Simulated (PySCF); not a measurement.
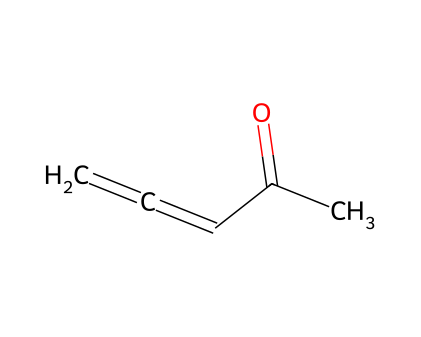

2D structure.

Transcribe the drawing into SMILES.

C=C=CC(C)=O

Give the formula, hydrogens included.

C5H6O.

The parts below concern this one geometry. Atoms keep their numbers from picture to picture. Computed geometry: PBE0-D3(BJ)/def2-SVP optimisation. No frequency run is at hand to confirm it as a minimum.

### Geometry

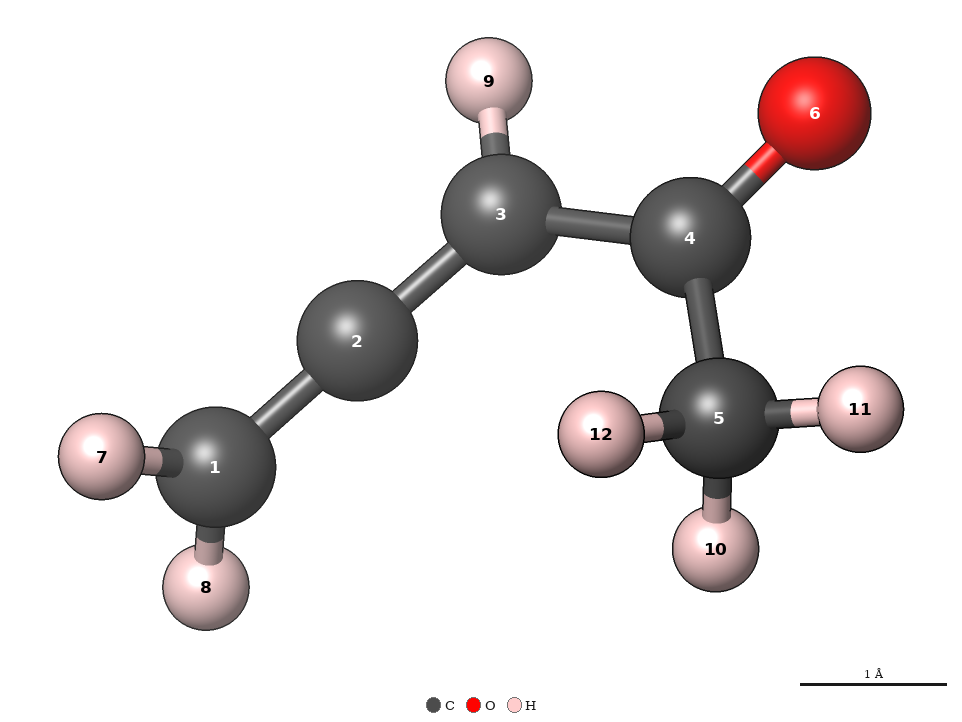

No frequency run is at hand to confirm it as a minimum.

What are the angles C2–C1–H7, C2–C1–H8, C1–C2–C3, C2–C3–C4, C2–C3–H9, C4–C3–H9, C3–C4–C5, C3–C4–O6, C5–C4–O6, C4–C5–H10, C4–C5–H11, C4–C5–H12?

```
    angle  degrees
 C2–C1–H7    121.1
 C2–C1–H8    121.1
 C1–C2–C3    179.3
 C2–C3–C4    124.6
 C2–C3–H9    120.6
 C4–C3–H9    114.7
 C3–C4–C5    117.9
 C3–C4–O6    119.6
 C5–C4–O6    122.4
C4–C5–H10    110.1
C4–C5–H11    109.1
C4–C5–H12    110.9
```

### Quadrupole coupling

No frequency run is at hand to confirm it as a minimum. Electric field gradients from the ground-state density, B3LYP/pcJ-1 (PySCF 2.14.0), non-relativistic apart from any core potentials.

Give the largest field-gradient component, the quadrupole coupling constant and the asymmetry for 17O at O6 (Q = −25.6 mb), 2H at H7 (Q = 2.86 mb), 2H at H8 (Q = 2.86 mb), 2H at H9 (Q = 2.86 mb), 2H at H10 (Q = 2.86 mb).

| atom | V_zz (a.u.) | e²qQ/h (MHz) | η |
| --- | --- | --- | --- |
| O6 | −2.011 | 12.10 | 0.46 |
| H7 | 0.294 | 0.197 | 0.07 |
| H8 | 0.294 | 0.197 | 0.07 |
| H9 | 0.289 | 0.194 | 0.07 |
| H10 | 0.280 | 0.188 | 0.04 |

### Excitation

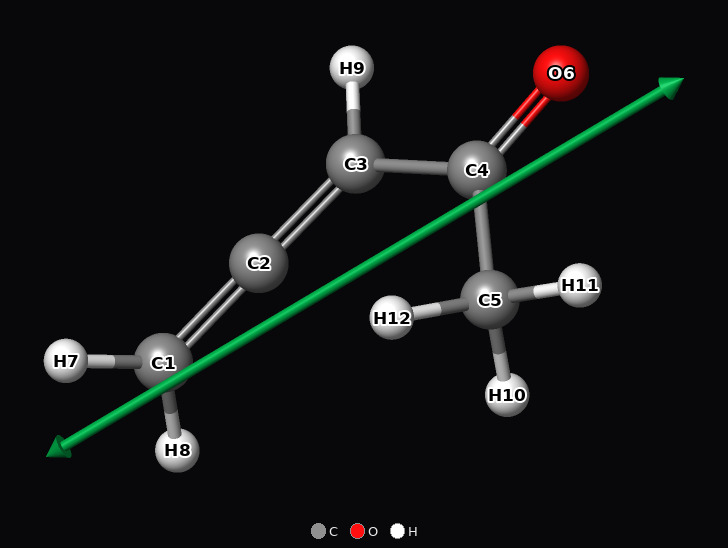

The double arrow shows the direction of the transition dipole to excited singlet state 5 (its length means nothing). No frequency run is at hand to confirm it as a minimum. Method: TDDFT B3LYP/def2-SVPD, vertical, gas phase, core orbitals frozen in the response (PySCF 2.14.0).

How is the transition polarised?

Close to the long direction C1···O6.

Where does the transition lie, and how strong is it?

6.23 eV (199 nm), oscillator strength 0.50, mainly HOMO−1 → LUMO (weight 0.59); transition dipole 4.60 D.

### Charges

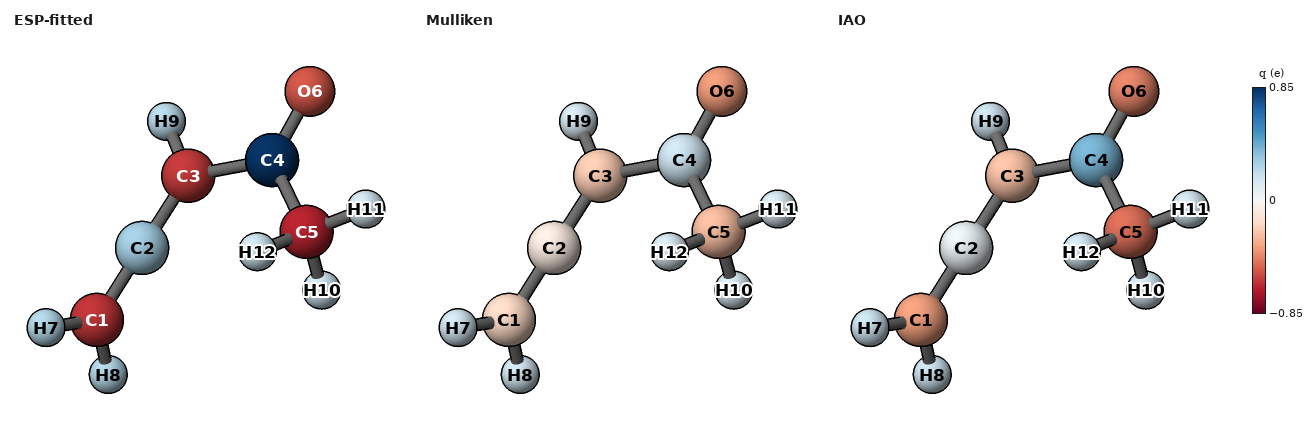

Atomic charges of one calculation by 3 schemes, on one colour scale. No frequency run is at hand to confirm it as a minimum. Computed with PBE0/pcSseg-1 (PySCF 2.14.0).

Which scheme gives the most polar picture (largest mean size of the charges)?

The ESP-fitted charges are the largest in size here, and the Mulliken charges the smallest.

On which atom do the schemes disagree most?

On C4 (from 0.17 to 0.83 e).

List the charges (e), one line for each set of equivalent atoms.

| atom | ESP-fitted | Mulliken | IAO |
| --- | --- | --- | --- |
| C1 | −0.61 | −0.17 | −0.35 |
| C2 | 0.29 | −0.08 | 0.06 |
| C3 | −0.60 | −0.22 | −0.25 |
| C4 | 0.83 | 0.17 | 0.39 |
| C5 | −0.65 | −0.26 | −0.47 |
| O6 | −0.53 | −0.36 | −0.41 |
| H7 | 0.25 | 0.17 | 0.18 |
| H8 | 0.25 | 0.17 | 0.18 |
| H9 | 0.24 | 0.15 | 0.19 |
| H10 | 0.18 | 0.14 | 0.16 |
| H11 | 0.17 | 0.14 | 0.17 |
| H12 | 0.18 | 0.14 | 0.16 |

### Core levels

No frequency run is at hand to confirm it as a minimum. Properties computed with delta-SCF UKS SCAN, pcX-2 on the ionised atom, pcseg-1 elsewhere, spin-free X2C (PySCF 2.14.0).

Give the core-electron binding energies (to vacuum) of C1 1s, C2 1s, C3 1s, C4 1s, C5 1s, O6 1s.

```
atom  level  binding energy (eV)
  C1     1s                291.0
  C2     1s                291.2
  C3     1s                291.0
  C4     1s                293.2
  C5     1s                291.0
  O6     1s                537.2
```

Mulliken values depend strongly on the basis set and can even reverse the polarity of a bond.
